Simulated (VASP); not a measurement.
Band structure of BeS (relaxed from the WC structure, space group P-6m2). Computed with r2SCAN meta-GGA, VASP's PBE PAW potentials (set 64) (plane waves; VASP).

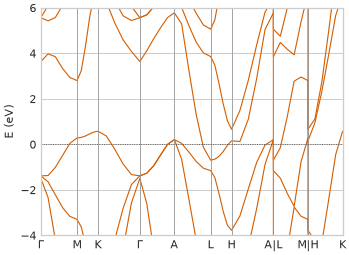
*Bands along high-symmetry lines, zero at the valence-band maximum or, without a gap, the Fermi level*

Question: Read the plot: is there a gap, and where are the band edges?

Answer: It has no gap at this level: it comes out as a metal or semimetal.

The structure was generated: BeS was put into the WC type (P-6m2), which need not be its known phase. It was relaxed first, which changed the volume by +22 %.
